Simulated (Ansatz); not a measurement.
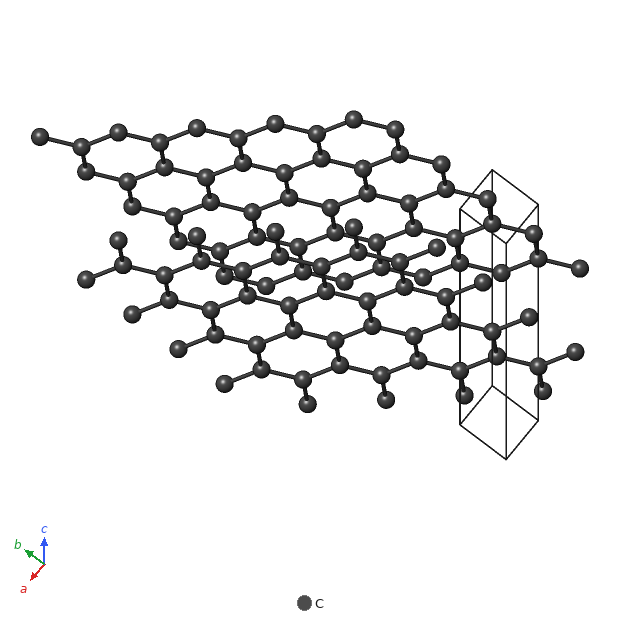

The compound is C (space group P6_3/mmc, No. 194), taken as the input geometry of an electronic-structure calculation (not necessarily at equilibrium).

Bonds are taken as C–C below 1.6 Å. Atoms with one bond or none are removed and atoms with two bonds are replaced by edges, until no such atom is left.

Q: What kind of net remains, and which atoms are its nodes?

A: A uninodal 3-connected, two-periodic (layers) net: C is a 3-connected node.

Q: Does the net have a name?

A: It is the hcb net, known from graphene.

Q: How do the layers lie?

A: The layers lie parallel to (001).

Q: Give the first eight terms of the coordination sequence (nodes one, two, three … edges away).

A: C: 3, 6, 9, 12, 15, 18, 21, 24.

Q: Give the point symbol of each node (shortest cycle at each angle).

A: C: 6³.

The simplified net, drawn on the atoms' positions. Nodes are coloured by element. One layer is drawn. Short stubs are edges that leave the cut-out.

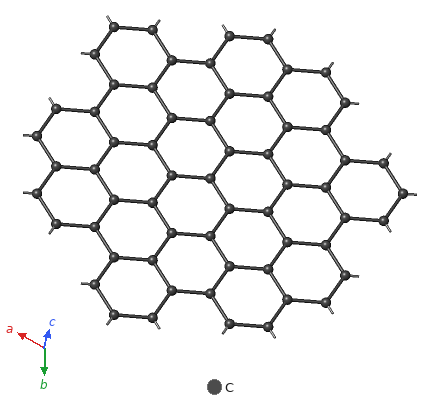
